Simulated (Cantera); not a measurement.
Input: 1 mol SiHCl3, 9.2 mol N2, 0.57 mol H2, equilibrated at 902 °C.

Method: chemical equilibrium by Gibbs-energy minimisation in Cantera with the NASA 1993 tables (ideal gas, pure condensed phases). Candidate condensed phases: NH4Cl, Si, Si3N4; 28 gas species. N2 is the only nitrogen source here; it is nearly inert below about 1500 K, so the nitride shown seldom forms there in practice. The tables' values for SiCl3 are old estimates; treat these amounts as uncertain. Kinetics and transport are ignored.

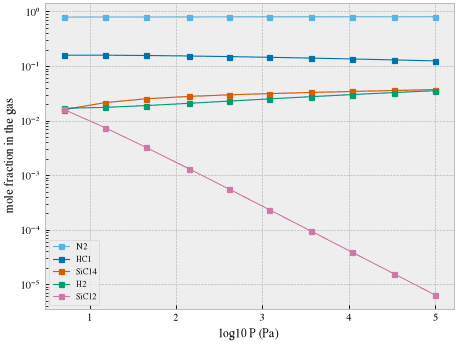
Fig. 1. Equilibrium gas composition (values under 1e-9 drawn at 1e-9)

Problem. Read off the mole fractions at 0.110 bar.

Solution. N2 about 0.80, HCl about 0.13, SiCl4 about 0.034, H2 about 0.030, SiCl2 about 3.8e-5.
